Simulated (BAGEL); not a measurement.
# One shape, several levels: singlet BNH2Cl+

We compute a comparison of 5 runs (HF/STO-3G, HF/def2-TZVP, B3LYP/def2-TZVP, PBE0/def2-TZVP, RI-MP2/def2-TZVP) of singlet BNH2Cl+. 

The results are computed with BAGEL 1.2.2.

2 further runs of the same task are left out: 1 that didn't finish, 1 set aside as unsound or not needed. Runs told in other sessions of the task aren't counted.

## (1) The structure to begin with

The species is BNH2Cl+ (5 atoms), meant as a singlet with charge +1. SMILES of the parent species: `N[B]Cl`. Geometry: relaxed at PBE0-D4/def2-TZVP. This is one conformer, not always the lowest. That shape belongs to the parent species and isn't relaxed for this state.

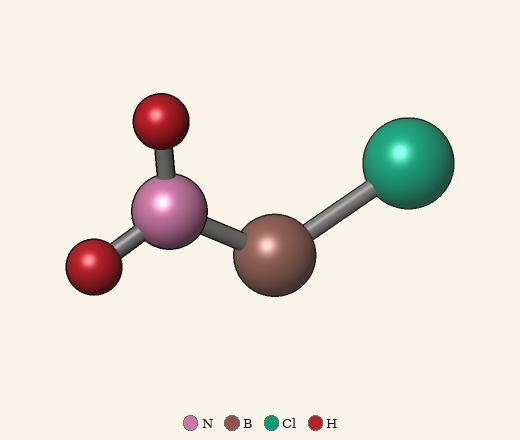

The structure, seen from a chosen angle (nitrogen pink, boron brown, chlorine teal, hydrogen red).

## (2) The energy at HF/STO-3G (density fitting with qzvpp-jkfit) (run 1)

Input file input.json:

```json
{ "bagel": [

{
  "title": "molecule",
  "basis": "sto-3g",
  "df_basis": "qzvpp-jkfit",
  "angstrom": true,
  "geometry": [
    { "atom": "N", "xyz": [   -0.334000,    0.412100,   -0.256700 ] },
    { "atom": "B", "xyz": [   -0.098400,   -0.544600,    0.704400 ] },
    { "atom": "Cl", "xyz": [    1.343200,   -1.526200,    0.784600 ] },
    { "atom": "H", "xyz": [   -1.176700,    0.959900,   -0.273100 ] },
    { "atom": "H", "xyz": [    0.315800,    0.625100,   -1.000600 ] }
  ]
},
{
  "title": "hf",
  "charge": 1
},
{
  "title": "print",
  "file": "orbitals.molden",
  "orbitals": true
}

]}
```

The run is started by

```sh
$ BAGEL_NUM_THREADS=1 BAGEL input.json > input.out
```

The program printed:

```text
* using 1 threads per process

  ===============================================================
  ===============================================================

  *** Geometry ***

  { "atom" : "N", "xyz" : [     -0.631169,      0.778756,     -0.485093 ] },
  { "atom" : "B", "xyz" : [     -0.185949,     -1.029145,      1.331123 ] },
  { "atom" : "Cl", "xyz" : [      2.538280,     -2.884100,      1.482679 ] },
  { "atom" : "H", "xyz" : [     -2.223641,      1.813948,     -0.516084 ] },
  { "atom" : "H", "xyz" : [      0.596776,      1.181268,     -1.890860 ] },

  Number of auxiliary basis functions:      316

  Since a DF basis is specified, we compute 2- and 3-index integrals:
    o Being stored without compression. Storage requirement is 0.001 GB

  Number of basis functions:       21
  Number of electrons      :       31

    * METHOD: MOLECULE                             0.06

  *** RHF ***

  === Nuclear Repulsion ===
    77.6180760985

      * DIIS with orbital gradients will be used.

  === RHF iteration (sto-3g) ===
      0       -533.51873058          0.02257959           0.00
      1       -533.60224658          0.01003910           0.00
      2       -533.61568323          0.00190424           0.00
      3       -533.61657120          0.00062820           0.00
      4       -533.61665275          0.00020569           0.00
      5       -533.61666688          0.00003599           0.00
      6       -533.61666725          0.00000830           0.00
      7       -533.61666727          0.00000216           0.00
      8       -533.61666727          0.00000067           0.00
      9       -533.61666727          0.00000027           0.00
     10       -533.61666727          0.00000008           0.00
     11       -533.61666727          0.00000002           0.00
     12       -533.61666727          0.00000001           0.00
    * SCF iteration converged.

    * Permanent dipole moment:
           (    1.795608,    -1.240929,     0.121825) a.u.

    * METHOD: HF                                   0.11

    * METHOD: PRINT                                0.00

  ===============================================================
```

Wall time 0.3 s (1 thread of Arm Neoverse V1, shared host).

## (3) The energy at HF/def2-TZVP (density fitting with qzvpp-jkfit) (run 2)

Input file calc.json:

```json
{ "bagel": [

{
  "title": "molecule",
  "basis": "def2-tzvp.json",
  "df_basis": "qzvpp-jkfit",
  "angstrom": "true",
  "geometry": [
    { "atom": "N", "xyz": [      -0.334000,       0.412100,      -0.256700 ] },
    { "atom": "B", "xyz": [      -0.098400,      -0.544600,       0.704400 ] },
    { "atom": "Cl", "xyz": [       1.343200,      -1.526200,       0.784600 ] },
    { "atom": "H", "xyz": [      -1.176700,       0.959900,      -0.273100 ] },
    { "atom": "H", "xyz": [       0.315800,       0.625100,      -1.000600 ] }
  ]
},

{ "title": "hf", "charge": 1 },

{ "title": "print", "file": "orbitals.molden", "orbitals": "true" }

]}
```

The basis set def2-TZVP is read from a file made from the Basis Set Exchange's data (not shown).

The run is started by

```sh
$ BAGEL_NUM_THREADS=1 BAGEL calc.json > calc.out
```

The program printed:

```text
* using 1 threads per process

  ===============================================================
  ===============================================================

  *** Geometry ***

  { "atom" : "N", "xyz" : [     -0.631169,      0.778756,     -0.485093 ] },
  { "atom" : "B", "xyz" : [     -0.185949,     -1.029145,      1.331123 ] },
  { "atom" : "Cl", "xyz" : [      2.538280,     -2.884100,      1.482679 ] },
  { "atom" : "H", "xyz" : [     -2.223641,      1.813948,     -0.516084 ] },
  { "atom" : "H", "xyz" : [      0.596776,      1.181268,     -1.890860 ] },

  Number of auxiliary basis functions:      316

  Since a DF basis is specified, we compute 2- and 3-index integrals:
    o Being stored without compression. Storage requirement is 0.031 GB

  Number of basis functions:      111
  Number of electrons      :       31

    * METHOD: MOLECULE                             0.14

  *** RHF ***

  === Nuclear Repulsion ===
    77.6180760985

      * DIIS with orbital gradients will be used.

  === RHF iteration (def2-tzvp.json) ===
      0       -539.40282810          0.01977493           0.04
      1       -539.51946208          0.01276648           0.04
      2       -539.57040093          0.00150690           0.04
      3       -539.57204254          0.00035508           0.04
      4       -539.57214501          0.00015386           0.04
      5       -539.57216591          0.00006075           0.04
      6       -539.57216995          0.00001834           0.04
      7       -539.57217034          0.00000534           0.04
      8       -539.57217037          0.00000183           0.04
      9       -539.57217038          0.00000071           0.04
     10       -539.57217038          0.00000032           0.04
     11       -539.57217038          0.00000011           0.04
     12       -539.57217038          0.00000004           0.04
     13       -539.57217038          0.00000001           0.04
     14       -539.57217038          0.00000000           0.04
    * SCF iteration converged.

    * Permanent dipole moment:
           (    1.423816,    -0.995380,     0.110214) a.u.

    * METHOD: HF                                   0.72

    * METHOD: PRINT                                0.03

  ===============================================================
```

Run time: 1 s. Hardware: 1 thread of Arm Neoverse V1, shared host; peak memory 0.1 GiB.

Run 3 isn't shown in full; the table further down has it.

## (4) A single-point energy at PBE0/def2-TZVP (density fitting with qzvpp-jkfit) (run 4)

Input file calc.json:

```json
{ "bagel": [

{
  "title": "molecule",
  "basis": "def2-tzvp.json",
  "df_basis": "qzvpp-jkfit",
  "angstrom": true,
  "geometry": [
    { "atom": "N", "xyz": [   -0.334000,    0.412100,   -0.256700 ] },
    { "atom": "B", "xyz": [   -0.098400,   -0.544600,    0.704400 ] },
    { "atom": "Cl", "xyz": [    1.343200,   -1.526200,    0.784600 ] },
    { "atom": "H", "xyz": [   -1.176700,    0.959900,   -0.273100 ] },
    { "atom": "H", "xyz": [    0.315800,    0.625100,   -1.000600 ] }
  ]
},
{
  "title": "ks",
  "xc_func": "pbe0",
  "charge": 1
},
{
  "title": "print",
  "file": "orbitals.molden",
  "orbitals": true
}

]}
```

The basis set def2-TZVP is read from a file made from the Basis Set Exchange's data (not shown).

The run is started by

```sh
$ BAGEL_NUM_THREADS=1 BAGEL calc.json > calc.out
```

The program printed:

```text
* using 1 threads per process

  ===============================================================
  ===============================================================

  *** Geometry ***

  { "atom" : "N", "xyz" : [     -0.631169,      0.778756,     -0.485093 ] },
  { "atom" : "B", "xyz" : [     -0.185949,     -1.029145,      1.331123 ] },
  { "atom" : "Cl", "xyz" : [      2.538280,     -2.884100,      1.482679 ] },
  { "atom" : "H", "xyz" : [     -2.223641,      1.813948,     -0.516084 ] },
  { "atom" : "H", "xyz" : [      0.596776,      1.181268,     -1.890860 ] },

  Number of auxiliary basis functions:      316

  Since a DF basis is specified, we compute 2- and 3-index integrals:
    o Being stored without compression. Storage requirement is 0.031 GB

  Number of basis functions:      111
  Number of electrons      :       31

    * METHOD: MOLECULE                             0.14

  *** Kohn-Sham DFT ***

    * Removing 7823 points whose weight is below 1.00e-10
    * Grid points: 66707

  === Nuclear Repulsion ===
    77.6180760985

       - DIIS with orbital gradients will be used.

  === KS iteration (pbe0 / def2-tzvp.json) ===
      0       -430.81797761          0.19584207           0.25
      1       -313.84875850          0.26096541           0.25
      2       -383.56423994          0.19897953           0.26
      3       -524.19320679          0.13897332           0.26
      4       -536.01801848          0.08249829           0.26
      5       -540.06951040          0.03298679           0.29
      6       -540.22897483          0.02869291           0.25
      7       -540.46843686          0.00941664           0.27
      8       -540.50097207          0.00328370           0.25
      9       -540.50606986          0.00076587           0.27
     10       -540.50628109          0.00014292           0.27
     11       -540.50629034          0.00003850           0.26
     12       -540.50629105          0.00001275           0.27
     13       -540.50629110          0.00000792           0.26
     14       -540.50629112          0.00000232           0.26
     15       -540.50629112          0.00000058           0.27
     16       -540.50629112          0.00000032           0.26
     17       -540.50629112          0.00000009           0.26
     18       -540.50629112          0.00000005           0.26
     19       -540.50629112          0.00000002           0.26
     20       -540.50629112          0.00000001           0.25
     21       -540.50629112          0.00000000           0.26
    * SCF iteration converged.

    * Permanent dipole moment:
           (    1.242277,    -0.974463,     0.222362) a.u.

    * METHOD: KS                                   6.11

    * METHOD: PRINT                                0.03

  ===============================================================
```

Run time: 6.6 s. Hardware: 1 thread of Arm Neoverse V1, shared host; peak memory 0.35 GiB.

## (5) A single-point energy at RI-MP2/def2-TZVP (density fitting with qzvpp-jkfit) (run 5)

Input file job.json:

```json
{ "bagel": [

{
  "title": "molecule",
  "basis": "def2-tzvp.json",
  "df_basis": "qzvpp-jkfit",
  "angstrom": true,
  "geometry": [
    { "atom": "N", "xyz": [   -0.334000,    0.412100,   -0.256700 ] },
    { "atom": "B", "xyz": [   -0.098400,   -0.544600,    0.704400 ] },
    { "atom": "Cl", "xyz": [    1.343200,   -1.526200,    0.784600 ] },
    { "atom": "H", "xyz": [   -1.176700,    0.959900,   -0.273100 ] },
    { "atom": "H", "xyz": [    0.315800,    0.625100,   -1.000600 ] }
  ]
},
{
  "title": "hf",
  "charge": 1
},
{
  "title": "mp2",
  "charge": 1,
  "ncore": 7
}

]}
```

The basis set def2-TZVP is read from a file made from the Basis Set Exchange's data (not shown).

The run is started by

```sh
$ BAGEL_NUM_THREADS=1 BAGEL job.json > job.out
```

The program printed:

```text
* using 1 threads per process

  ===============================================================
  ===============================================================

  *** Geometry ***

  { "atom" : "N", "xyz" : [     -0.631169,      0.778756,     -0.485093 ] },
  { "atom" : "B", "xyz" : [     -0.185949,     -1.029145,      1.331123 ] },
  { "atom" : "Cl", "xyz" : [      2.538280,     -2.884100,      1.482679 ] },
  { "atom" : "H", "xyz" : [     -2.223641,      1.813948,     -0.516084 ] },
  { "atom" : "H", "xyz" : [      0.596776,      1.181268,     -1.890860 ] },

  Number of auxiliary basis functions:      316

  Since a DF basis is specified, we compute 2- and 3-index integrals:
    o Being stored without compression. Storage requirement is 0.031 GB

  Number of basis functions:      111
  Number of electrons      :       31

    * METHOD: MOLECULE                             0.14

  *** RHF ***

  === Nuclear Repulsion ===
    77.6180760985

      * DIIS with orbital gradients will be used.

  === RHF iteration (def2-tzvp.json) ===
      0       -539.40282810          0.01977493           0.04
      1       -539.51946208          0.01276648           0.04
      2       -539.57040093          0.00150690           0.04
      3       -539.57204254          0.00035508           0.04
      4       -539.57214501          0.00015386           0.04
      5       -539.57216591          0.00006075           0.04
      6       -539.57216995          0.00001834           0.04
      7       -539.57217034          0.00000534           0.04
      8       -539.57217037          0.00000183           0.04
      9       -539.57217038          0.00000071           0.04
     10       -539.57217038          0.00000032           0.04
     11       -539.57217038          0.00000011           0.04
     12       -539.57217038          0.00000004           0.04
     13       -539.57217038          0.00000001           0.04
     14       -539.57217038          0.00000000           0.04
    * SCF iteration converged.

    * Permanent dipole moment:
           (    1.423816,    -0.995380,     0.110214) a.u.

    * METHOD: HF                                   0.73

  *** RHF ***

  === Nuclear Repulsion ===
    77.6180760985

      * DIIS with orbital gradients will be used.

  === RHF iteration (def2-tzvp.json) ===
      0       -539.57217038          0.00000000           0.03
    * SCF iteration converged.

    * Permanent dipole moment:
           (    1.423816,    -0.995381,     0.110214) a.u.

  === DF-MP2 calculation ===

    * freezing 7 orbitals
    * 3-index integral transformation done
    * assembly done

      MP2 correlation energy:   -0.4645450788      0.02

      MP2 total energy:       -540.0367154576

    * METHOD: MP2                                  0.11

  ===============================================================
```

Wall time 1.1 s (1 thread of Arm Neoverse V1, shared host); peak memory 0.1 GiB.

## (6) All runs side by side

```csv
run,level,frozen core orbitals,energy (Eh),HOMO energy (eV),LUMO energy (eV),HOMO–LUMO gap (eV),wall time
1,HF/STO-3G (density fitting with qzvpp-jkfit),–,-533.616667,-17.88,-5.46,12.43,0.3 s
2,HF/def2-TZVP (density fitting with qzvpp-jkfit),–,-539.572170,-18.60,-6.93,11.66,1 s
3,B3LYP/def2-TZVP (density fitting with qzvpp-jkfit),–,-540.778016,-15.10,-10.84,4.26,6 s
4,PBE0/def2-TZVP (density fitting with qzvpp-jkfit),–,-540.506291,-15.36,-10.56,4.80,6.6 s
5,RI-MP2/def2-TZVP (density fitting with qzvpp-jkfit),7,-540.036715,–,–,–,1.1 s
```

## (7) Results

| quantity | value |
| --- | --- |
| run 5: total energy | -540.03672 Eh |
| run 5: correlation energy (7 core orbitals frozen) | -464.5 mEh |

What this shows: Over runs 1, 2, 3, 4 the HOMO–LUMO gap runs from 4.26 eV (B3LYP/def2-TZVP) to 12.43 eV (HF/STO-3G). The two ends differ in method and basis. Totals of different functionals can't be ranked against each other. In run 1 the basis is minimal, so the values are rough. All runs together took 15 s, the longest 6.6 s.
